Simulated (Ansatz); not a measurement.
# C2H5GeSi: vertical spin-state energies

Which spin state of C2H5GeSi lies lowest at this geometry? The task is vertical spin-state energies, for C2H5GeSi.

Program: Ansatz 0.2.0 through its Python package. Level of theory: CAM-B3LYP/cc-pVDZ. These are calculated values, not measurements.

## Step 1: The structure

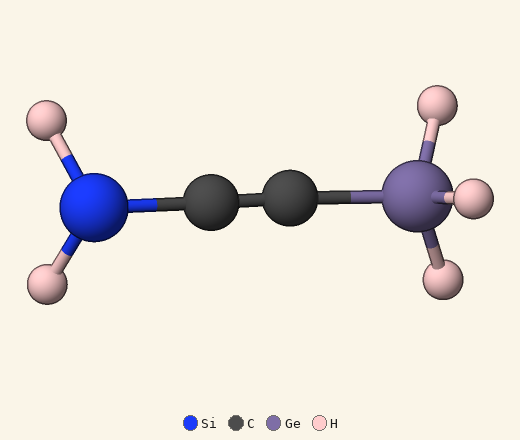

The structure that the script starts from, seen from a chosen angle (silicon blue, carbon dark grey, germanium purple, hydrogen pink).

The script holds or builds the structure itself.

## Step 2: The script

Contents of c2h5gesi_spin.py:

```python
import ansatz as az
from ase import Atoms


def main() -> None:
    atoms = Atoms(["Si", "C", "C", "Ge", "H", "H", "H", "H", "H"], positions=[
        (0.157, 2.3172, -1.4594),
        (0.1284, 0.8067, -0.5317),
        (0.1146, -0.2195, 0.0795),
        (0.2453, -1.8296, 1.0707),
        (-0.7993, 2.2174, -2.6357),
        (-0.3597, 3.468, -0.6036),
        (1.6153, -2.4617, 1.0089),
        (-0.8204, -2.809, 0.4597),
        (-0.1927, -1.5358, 2.5945),
    ])
    system = az.Crystal.molecule_from_ase(atoms)

    model = (
        system.calculation()
        .basis(gaussian="cc-pVDZ")
        .functional("CAM-B3LYP")
    )
    found = {}
    for unpaired in [1, 3]:
        report = model.spin("collinear", total=unpaired).run().report
        s = unpaired / 2
        found[unpaired] = report["free_energy_ev"]
        print(f"2S+1 = {unpaired + 1}: E = {found[unpaired]:.5f} eV, <S^2> = {abs(report['mean_field']['state']['spin_squared']):.3f} (pure state {s * (s + 1):.2f})")
    lowest = min(found, key=found.get)
    for unpaired, e in found.items():
        print(f"multiplicity {unpaired + 1}: {(e - found[lowest]):.3f} eV above the lowest")


if __name__ == "__main__":
    main()
```

## Step 3: What the engine is handed

The package turns the script's settings into the engine's input (first run):

```yaml
crystal:
  periodic: [false, false, false]
  atoms:
    - { symbol: Si, position_ang: [0.157, 2.3172, -1.4594] }
    - { symbol: C, position_ang: [0.1284, 0.8067, -0.5317] }
    - { symbol: C, position_ang: [0.1146, -0.2195, 0.0795] }
    - { symbol: Ge, position_ang: [0.2453, -1.8296, 1.0707] }
    - { symbol: H, position_ang: [-0.7993, 2.2174, -2.6357] }
    - { symbol: H, position_ang: [-0.3597, 3.468, -0.6036] }
    - { symbol: H, position_ang: [1.6153, -2.4617, 1.0089] }
    - { symbol: H, position_ang: [-0.8204, -2.809, 0.4597] }
    - { symbol: H, position_ang: [-0.1927, -1.5358, 2.5945] }
basis:
  gaussian:
    orbitals: cc-pVDZ
hamiltonian:
  xc: cam_b3lyp
magnetization:
  spin_polarized: true
  initial_magnetization: 1.0
```

## Step 4: Running it

On the command line:

```sh
$ python c2h5gesi_spin.py
```

**Question.** Which spin state is lowest at this geometry, and how far above lie the others?

The runs gave:

```
        quantity             value
   runs compared                 2
          lowest  run 1 (2S+1 = 2)
next above it by          5.079 eV
```

What this shows: In order: multiplicity 2 (+0.00 eV) and multiplicity 4 (+5.08 eV), all at the one geometry. The geometry is a force-field or estimated start, not a minimum of this method, and the basis set is short of its limit. All parts are taken at fixed geometry, without zero-point energy. The species is open-shell (spin multiplicity 2).
